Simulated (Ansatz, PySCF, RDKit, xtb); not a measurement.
# Solving BNH2, step by step, part 2 of 2

Only the formula BNH2 is given. Aim: find the structure of lowest free energy at 298.15 K, then its properties.

xtb, Ansatz and PySCF; isolated molecules.

## 13. Frequencies after a tight-binding relaxation (GFN2-xTB)

File start.xyz:

```xyz
4
c831
B      0.000000     0.000000    -0.573399
N      0.000000     0.000000     0.666343
H      0.000000     0.000000     1.663904
H      0.000000     0.000000    -1.756848
```

Started as:

```sh
$ xtb start.xyz --gfn 2 --ohess tight
```

What it wrote, cut to the lines that bear on the results:

```text
* xtb version 6.7.1
[...]
          :  # basis functions                  10          :
[...]
          :  # electrons                        10          :
[...]
          :  Hamiltonian                  GFN2-xTB          :
[...]
          :  net charge                          0          :
          :  unpaired electrons                  0          :
[...]
   *** convergence criteria satisfied after 12 iterations ***
[...]
   *** GEOMETRY OPTIMIZATION CONVERGED AFTER 4 ITERATIONS ***
[...]
   *** convergence criteria satisfied after 3 iterations ***
[...]
         ::                     SUMMARY                     ::
         :::::::::::::::::::::::::::::::::::::::::::::::::::::
         :: total energy              -5.172083056722 Eh    ::
         :: gradient norm              0.000798634187 Eh/a0 ::
         :: HOMO-LUMO gap              7.225234960153 eV    ::
         ::.................................................::
         :: SCC energy                -5.278034121750 Eh    ::
         :: -> isotropic ES            0.028719529218 Eh    ::
         :: -> anisotropic ES          0.002676270181 Eh    ::
         :: -> anisotropic XC          0.010003400420 Eh    ::
         :: -> dispersion             -0.000823784948 Eh    ::
         :: repulsion energy           0.105951065027 Eh    ::
         :: add. restraining           0.000000000000 Eh    ::
         :: total charge               0.000000000000 e     ::
         :::::::::::::::::::::::::::::::::::::::::::::::::::::
[...]
         5        2.0000           -0.4093050             -11.1378 (HOMO)
         6                         -0.1437824              -3.9125 (LUMO)
[...]
     #   Z          covCN         q      C6AA      α(0)
     1   5 B        1.788     0.239    36.938    12.805
     2   7 N        1.702    -0.347    29.726     8.060
     3   1 H        0.861     0.171     1.269     1.764
     4   1 H        0.947    -0.063     4.408     3.282
[...]
molecular dipole:
                 x           y           z       tot (Debye)
 q only:        0.000       0.000       0.041
   full:       -0.000      -0.000      -0.015       0.038
molecular quadrupole (traceless):
[...]
          | TOTAL ENERGY               -5.172083056722 Eh   |
          | TOTAL ENTHALPY             -5.143277318037 Eh   |
          | TOTAL FREE ENERGY          -5.167285387690 Eh   |
          | GRADIENT NORM               0.000798688254 Eh/α |
[...]
```

Wall time 0.058 s (1 thread of Intel Xeon Platinum 8259CL at 2.50GHz (Skylake/Cascade Lake), shared host).

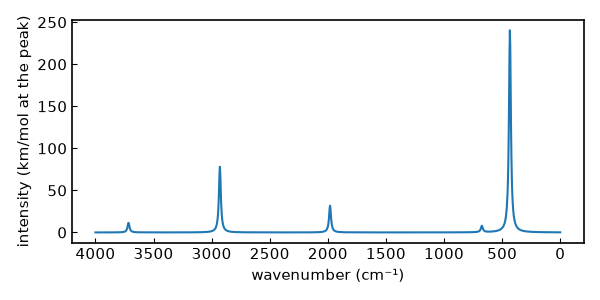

Harmonic infrared spectrum, unscaled, lines broadened by 10 cm⁻¹.

## 14. Electronic excitations (TD-B3LYP/def2-SVPD)

An in-house driver calls PySCF's response routines at TD-B3LYP/def2-SVPD; it has no typed input.

What it wrote:

```text
coarse grid: 3392 points
cycle   1  E = -80.6919560679  dE =  6.805e-02  |g| = 4.760e-01  |ddm| = 5.651e+00
cycle   2  E = -80.5227017091  dE =  1.693e-01  |g| = 9.517e-01  |ddm| = 1.342e+00
cycle   3  E = -80.7401800333  dE = -2.175e-01  |g| = 1.234e-01  |ddm| = 7.799e-01
cycle   4  E = -80.7446428054  dE = -4.463e-03  |g| = 1.579e-02  |ddm| = 2.873e-01
cycle   5  E = -80.7447162479  dE = -7.344e-05  |g| = 2.111e-03  |ddm| = 6.581e-02
cycle   6  E = -80.7447174719  dE = -1.224e-06  |g| = 2.474e-04  |ddm| = 3.588e-03
final grid: 32944 points
cycle   7  E = -80.7561000671  dE = -8.800e-06  |g| = 1.576e-03  |ddm| = 5.958e-02
cycle   8  E = -80.7560989986  dE =  1.068e-06  |g| = 2.707e-03  |ddm| = 4.598e-03
cycle   9  E = -80.7561006054  dE = -1.607e-06  |g| = 4.893e-04  |ddm| = 2.503e-03
cycle  10  E = -80.7561006704  dE = -6.496e-08  |g| = 5.226e-05  |ddm| = 1.171e-03
cycle  11  E = -80.7561006711  dE = -6.905e-10  |g| = 1.259e-05  |ddm| = 1.230e-04
converged SCF energy = -80.7561006711

Static polarisability (au): isotropic 22.422, principal 18.588 18.588 30.090

Singlet excitations
state   eV       nm        f      main configurations
  1   6.9486    178.4   0.00000   H-1->L+1 0.46, H->L 0.46
  2   7.0822    175.1   0.00000   H->L 0.47, H-1->L+1 0.47
  3   7.0822    175.1   0.00000   H->L+1 0.47, H-1->L 0.47
  4   7.8097    158.8   0.08034   H->L+2 0.97
  5   7.8097    158.8   0.08034   H-1->L+2 0.97
  6   8.6468    143.4   0.00023   H-1->L+3 0.96
  7   8.6468    143.4   0.00023   H->L+3 0.96
  8   9.3326    132.9   0.01974   H-1->L+4 0.95

Triplet excitations (Tamm-Dancoff, eV): 5.8998 6.3200 6.3200
```

It took 2.6 s on 1 thread of Intel Xeon Platinum 8259CL at 2.50GHz (Skylake/Cascade Lake), shared host.

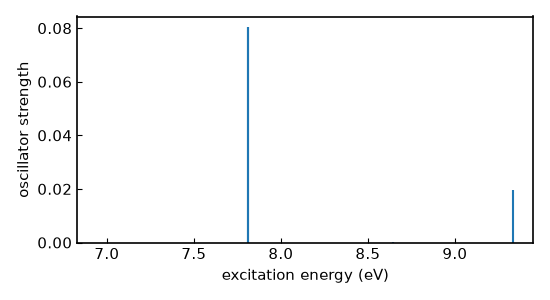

Vertical excitations as sticks.

The roots found:

| excited state | energy (eV) | strength |
| --- | --- | --- |
| 1 | 6.949 | 0.0000 |
| 2 | 7.082 | 0.0000 |
| 3 | 7.082 | 0.0000 |
| 4 | 7.810 | 0.0803 |
| 5 | 7.810 | 0.0803 |
| 6 | 8.647 | 0.0002 |
| 7 | 8.647 | 0.0002 |
| 8 | 9.333 | 0.0197 |

## 15. NMR shieldings (GIAO PBE0/pcSseg-1)

An in-house driver calls PySCF's response routines at GIAO PBE0/pcSseg-1; it has no typed input.

What it wrote:

```text
coarse grid: 3392 points
cycle   1  E = -80.6345826677  dE =  7.651e-02  |g| = 4.536e-01  |ddm| = 1.590e+00
cycle   2  E = -80.5250545637  dE =  1.095e-01  |g| = 8.160e-01  |ddm| = 6.437e-01
cycle   3  E = -80.6781412221  dE = -1.531e-01  |g| = 1.136e-01  |ddm| = 4.539e-01
cycle   4  E = -80.6816711791  dE = -3.530e-03  |g| = 1.224e-02  |ddm| = 8.237e-02
cycle   5  E = -80.6817120441  dE = -4.087e-05  |g| = 1.400e-03  |ddm| = 1.067e-02
cycle   6  E = -80.6817125242  dE = -4.801e-07  |g| = 1.918e-04  |ddm| = 8.966e-04
final grid: 32944 points
cycle   7  E = -80.6902060849  dE = -1.107e-05  |g| = 2.874e-03  |ddm| = 9.985e-03
cycle   8  E = -80.6902052782  dE =  8.067e-07  |g| = 3.652e-03  |ddm| = 3.773e-03
cycle   9  E = -80.6902078689  dE = -2.591e-06  |g| = 1.039e-03  |ddm| = 2.075e-03
cycle  10  E = -80.6902081460  dE = -2.770e-07  |g| = 5.742e-05  |ddm| = 6.496e-04
cycle  11  E = -80.6902081468  dE = -7.763e-10  |g| = 1.116e-05  |ddm| = 3.960e-05
converged SCF energy = -80.6902081468

GIAO shielding tensors (ppm)
atom      isotropic    diamagn.    paramagn.     s11        s22        s33       span
  0 B      105.766     207.286    -101.520     50.171     50.171    216.956    166.784
  1 N      158.412     322.677    -164.265     65.015     65.015    345.206    280.191
  2 H       29.833      30.897      -1.063     22.843     22.843     43.815     20.972
  3 H       29.496      28.936       0.560     26.391     26.391     35.706      9.315
```

Run time: 2.2 s. Hardware: 1 thread of Intel Xeon Platinum 8259CL at 2.50GHz (Skylake/Cascade Lake), shared host.

Isotropic shieldings (absolute, not shifts):

| atoms | shielding (ppm) |
| --- | --- |
| B1 | 105.8 |
| N2 | 158.4 |
| H3 | 29.83 |
| H4 | 29.50 |

## 16. The cation at the same geometry (PBE0/def2-TZVPD)

File input.yaml:

```yaml
basis:
  gaussian: {orbitals: def2-TZVPD}
crystal:
  periodic: [false, false, false]
  atoms:
    - {symbol: B, position_ang: [0.000000, 0.000000, -0.573399]}
    - {symbol: "N", position_ang: [0.000000, 0.000000, 0.666343]}
    - {symbol: H, position_ang: [0.000000, 0.000000, 1.663904]}
    - {symbol: H, position_ang: [0.000000, 0.000000, -1.756848]}
total_charge: 1
magnetization: {spin_polarized: true, initial_magnetization: 1}
hamiltonian: {xc: pbe0}
```

Started as:

```sh
$ ansatz run input.yaml --threads 1 --pin off --max-ram 2610MiB --events-out events.jsonl --progress --plain --runs-dir runs
```

What it wrote:

```text
Warning: RAYON_NUM_THREADS=1 ignored (pool sized by the plan → 1); use --threads N
[... 2 set-up lines as earlier in the session ...]
  parameter a = 0.25
  parameter kappa = 0.804
  parameter beta = 0.06672455060314922
  exchange = (1 - a)*pbe_x(kappa = kappa, mu = beta*pi^2/3) + a*exact_x
  correlation = pbe_c(beta = beta)
446 factors; their error is unknown
mean field evaluation 1: about -2158.9250 eV, gradient 7.4e1 eV
mean field evaluation 2: about -2097.1586 eV, gradient 1.1e2 eV
mean field evaluation 4: about -2180.7010 eV, gradient 2.9e1 eV
mean field evaluation 8: about -2185.4546 eV, gradient 1.9e-1 eV
mean field evaluation 16: about -2185.4524 eV, gradient 2.8e-4 eV
mean field evaluation 32: about -2185.3606 eV, gradient 2.7e0 eV
mean field -2185.45238250 eV, -80.3138937039 hartree, gradient 2.4e-5 eV, S^2 0.753540; 3 other end points of the search recorded, 0 dependent functions left out
reference -2185.45240313 eV, -80.3138944622 hartree; 7, 6 occupied and 85, 86 virtual orbitals, 446 factors
Total energy: -2185.45240313 eV, -80.3138944622 hartree
```

Wall time 4.2 s (1 thread of Intel Xeon Platinum 8259CL at 2.50GHz (Skylake/Cascade Lake), shared host).

Difference from the parent: 11.27 eV.

## 17. The anion at the same geometry (PBE0/def2-TZVPD)

File input.yaml:

```yaml
crystal:
  periodic: [false, false, false]
  atoms:
    - {symbol: B, position_ang: [0.000000, 0.000000, -0.573399]}
    - {symbol: N, position_ang: [0.000000, 0.000000, 0.666343]}
    - {symbol: H, position_ang: [0.000000, 0.000000, 1.663904]}
    - {symbol: H, position_ang: [0.000000, 0.000000, -1.756848]}
basis:
  gaussian:
    orbitals: def2-TZVPD
total_charge: -1
magnetization:
  spin_polarized: true
  initial_magnetization: 1
hamiltonian:
  xc: pbe0
scf:
  lower_state_search: "off"
```

Started as:

```sh
$ ansatz run input.yaml --threads 1 --pin off --max-ram 2610MiB --events-out events.jsonl --progress --plain --runs-dir runs
```

What it wrote, cut to the lines that bear on the results:

```text
Warning: RAYON_NUM_THREADS=1 ignored (pool sized by the plan → 1); use --threads N
[... 2 set-up lines as earlier in the session ...]
[...]
446 factors; their error is unknown
[...]
a density is far from that of the atoms, so the factors are made again for it
665 factors; integrals over basis functions are off by at most 1.4e-3 eV
mean field -2195.73867271 eV, -80.6919078970 hartree, gradient 6.0e-6 eV, S^2 0.750042; 0 other end points of the search recorded, 0 dependent functions left out
reference -2195.73869465 eV, -80.6919087031 hartree; 8, 7 occupied and 84, 85 virtual orbitals, 665 factors
Total energy: -2195.73869465 eV, -80.6919087031 hartree
Checks for a lower state left out: stability, starts, cluster_reference, orbital_swaps, neighbouring_geometries, increment
```

It took 3.3 s on 1 thread of Intel Xeon Platinum 8259CL at 2.50GHz (Skylake/Cascade Lake), shared host.

Parent less the species with the added electron: -0.99 eV. The extra electron isn't bound at this geometry, so the number measures the basis, not the molecule.

## 18. The triplet at the same geometry (PBE0/def2-TZVPD)

File input.yaml:

```yaml
crystal:
  periodic: [false, false, false]
  atoms:
    - symbol: B
      position_ang: [0.000000, 0.000000, -0.573399]
    - symbol: "N"
      position_ang: [0.000000, 0.000000, 0.666343]
    - symbol: H
      position_ang: [0.000000, 0.000000, 1.663904]
    - symbol: H
      position_ang: [0.000000, 0.000000, -1.756848]
basis:
  gaussian:
    orbitals: def2-TZVPD
hamiltonian:
  xc: {name: PBE0}
magnetization:
  spin_polarized: true
  initial_magnetization: 2
```

Started as:

```sh
$ ansatz run input.yaml --threads 1 --pin off --max-ram 2610MiB --events-out events.jsonl --progress --plain --runs-dir runs
```

What it wrote, cut to the lines that bear on the results:

```text
Warning: RAYON_NUM_THREADS=1 ignored (pool sized by the plan → 1); use --threads N
[... 7 set-up lines as earlier in the session ...]
446 factors; their error is unknown
mean field evaluation 1: about -2187.3109 eV, gradient 2.6e1 eV
mean field evaluation 2: about -2186.8328 eV, gradient 2.8e1 eV
mean field evaluation 4: about -2190.2041 eV, gradient 1.0e0 eV
mean field evaluation 8: about -2190.2100 eV, gradient 1.8e-1 eV
mean field evaluation 16: about -2190.4208 eV, gradient 1.2e0 eV
mean field evaluation 32: about -2190.2101 eV, gradient 1.1e-5 eV
mean field -2190.71631718 eV, -80.5073397356 hartree, gradient 4.9e-5 eV, S^2 2.008807; 5 other end points of the search recorded, 0 dependent functions left out
reference -2190.71634611 eV, -80.5073407988 hartree; 8, 6 occupied and 84, 86 virtual orbitals, 446 factors
Total energy: -2190.71634611 eV, -80.5073407988 hartree
```

It took 5.7 s on 1 thread of Intel Xeon Platinum 8259CL at 2.50GHz (Skylake/Cascade Lake), shared host.

It lies 6.01 eV above the singlet.

## 19. Stability of the closed-shell solution (PBE0/def2-SVP)

File calc.py:

```python
from pyscf import gto, dft

molecule = gto.Mole()
molecule.atom = [
    ('B', (0.000000, 0.000000, -0.573399)),
    ('N', (0.000000, 0.000000, 0.666343)),
    ('H', (0.000000, 0.000000, 1.663904)),
    ('H', (0.000000, 0.000000, -1.756848)),
]
molecule.basis = 'def2-svp'
molecule.spin = 0
molecule.verbose = 3
molecule.max_memory = 1860
molecule.charge = 0
molecule.build()

myscf = dft.RKS(molecule)
myscf.xc = 'pbe0'
myscf = myscf.density_fit(auxbasis='def2-universal-jkfit')
myscf.grids.level = 3
myscf.max_cycle = 100
myscf.kernel()
if not myscf.converged:
    myscf = myscf.newton().run(myscf.mo_coeff, myscf.mo_occ)

etot = myscf.e_tot
print('Final energy', etot)
mo_i, mo_e, stable_i, stable_e = myscf.stability(internal=True, external=True, return_status=True)
print('stable: internal', stable_i, 'external', stable_e)
```

Started as:

```sh
$ OMP_NUM_THREADS=1 python calc.py
```

What it wrote:

```text
converged SCF energy = -80.6364691452131
Final energy -80.6364691452131
<class 'pyscf.df.df_jk.DFRKS'> wavefunction is stable in the internal stability analysis
<class 'pyscf.df.df_jk.DFRKS'> wavefunction is stable in the real -> complex stability analysis
<class 'pyscf.df.df_jk.DFRKS'> wavefunction is stable in the RHF/RKS -> UHF/UKS stability analysis
stable: internal True external True
```

Wall time 11 s (1 thread of Intel Xeon Platinum 8259CL at 2.50GHz (Skylake/Cascade Lake), shared host).

## 20. Results

What follows sums up all 2 parts.

| quantity | value |
| --- | --- |
| lowest structure found | B=N, singlet, C∞v |
| next finalist | [B]N, singlet, 36.8 kcal/mol higher in G |
| share at equilibrium, among the finalists | 100.0 % |
| funnel | 13 starts, 3 minima at GFN2-xTB, 4 screening runs, 3 relaxed, 3 ranked |
| CPU time of all runs | 92 s |
| harmonic wavenumbers, lowest and highest (PBE0-D3(BJ)/def2-SVP) | 567 and 3907 cm⁻¹ |
| rotational constants, same geometry | 1.1 cm⁻¹ |
| dipole moment (PBE0/def2-TZVPD) | 0.07 D |
| HOMO energy (PBE0/def2-TZVPD) | -8.56 eV |
| LUMO energy (PBE0/def2-TZVPD) | 0.42 eV |
| HOMO–LUMO gap (PBE0/def2-TZVPD) | 8.98 eV |
| lowest excitation (TD-B3LYP/def2-SVPD) | 6.95 eV (f = 0.000) |
| lowest triplet excitation, same level, Tamm-Dancoff | 5.90 eV |
| vertical ionisation energy | 11.27 eV |
| vertical electron affinity | -0.99 eV (unbound: the value depends on the basis) |
| vertical triplet less singlet | +6.01 eV |

**Reading.** `B=N` comes out lowest. The margin of 36.8 kcal/mol over the next finalist is beyond the usual error of the last level; it says nothing of structures that weren't ranked. HF/STO-3G, r2SCAN-D4/def2-SVP, PBE0-D3(BJ)/def2-SVP, HF/def2-TZVPP and MP2/def2-TZVPP already put its bonding pattern lowest among the structures in one piece. The largest share of the time went into the vibrations (27 %). The search is not exhaustive (a finite list of starts, one conformer a finalist), so a lower isomer can't be ruled out.
